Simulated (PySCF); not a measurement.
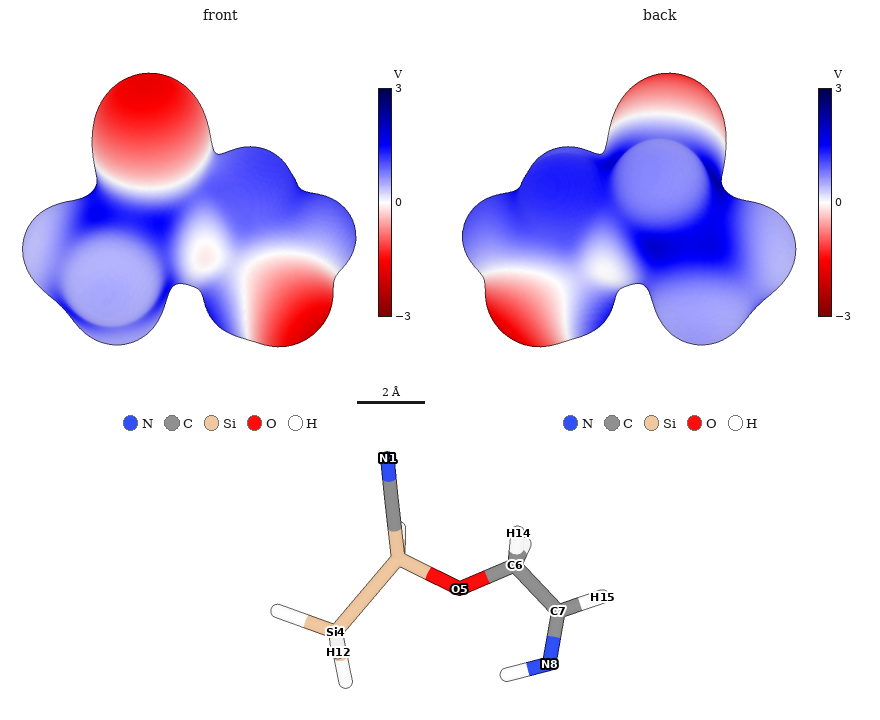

Figure. C3H8N2OSi2. The molecular electrostatic potential painted on the density surface at 0.002 e/bohr³, seen from the front and from behind; the colour scale runs from red (negative) to blue (positive). The bare structure is drawn below in the same view.

Geometry: GFN2-xTB.

All numbers below come from PySCF 2.14.0, B3LYP/def2-SVPD, SCF density, gas phase.

The calculation's input:

```
{"job": {"kind": "uv", "xc": "B3LYP", "basis": "def2-SVPD", "nstates": 8, "ntriplets": 3}, "charge": 0, "multiplicity": 1}
N     -2.071450     3.086235     1.073246
C     -1.811179     2.083265     0.582556
Si    -1.335353     0.430745    -0.178306
Si    -1.768459    -1.377007     1.176447
O      0.284963     0.374849    -0.293555
C      1.180838     1.276447    -0.872992
C      2.590613     0.752421    -0.769190
N      2.958304    -0.329174    -0.263785
H     -1.937270     0.575208    -1.516177
H     -1.289502    -2.631063     0.587527
H     -3.221491    -1.481124     1.324760
H     -1.181520    -1.264942     2.514184
H      0.934981     1.435989    -1.931048
H      1.117034     2.249422    -0.368270
H      3.349696     1.405514    -1.189761
H      2.192196    -0.889981     0.112952
```

Run with:

```sh
OMP_NUM_THREADS=1 python probes_run.py task.json out
```

**Where is the surface potential most negative and most positive?**

The most negative region (about −1.8 V) lies over N8, the most positive (about +1.9 V) over Si3. N8 is the likeliest acceptor of a hydrogen bond.

**How polar is the molecule by this calculation?**

Its dipole moment is 2.64 D.
